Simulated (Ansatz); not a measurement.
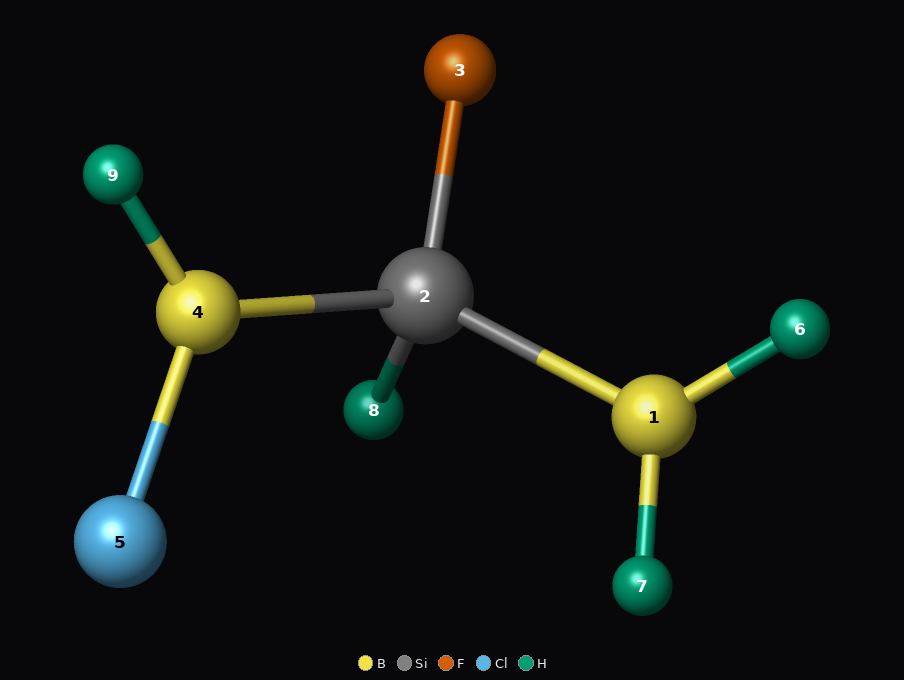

Atoms carry their numbers in the input. Computed geometry: PBE-D4/def2-SVP optimisation. No frequency run is at hand to confirm it as a minimum.

Question: How are the neighbours of atom 1 arranged?

Answer: B1 has 3 neighbours (Si2 at 2.00, H6 at 1.21, H7 at 1.22 Å); the arrangement is trigonal planar.

Question: Describe the coordination of atom 4.

Answer: B4 has 3 neighbours (Si2 at 2.03, Cl5 at 1.75, H9 at 1.21 Å); the arrangement is trigonal planar.

Question: How are the neighbours of atom 2 arranged?

Answer: Si2 has 4 neighbours (B1 at 2.00, F3 at 1.65, B4 at 2.03, H8 at 1.51 Å); the arrangement is tetrahedral.

Question: What is the dihedral angle B1–Si2–B4–Cl5?

Answer: 61° in size, that is gauche.
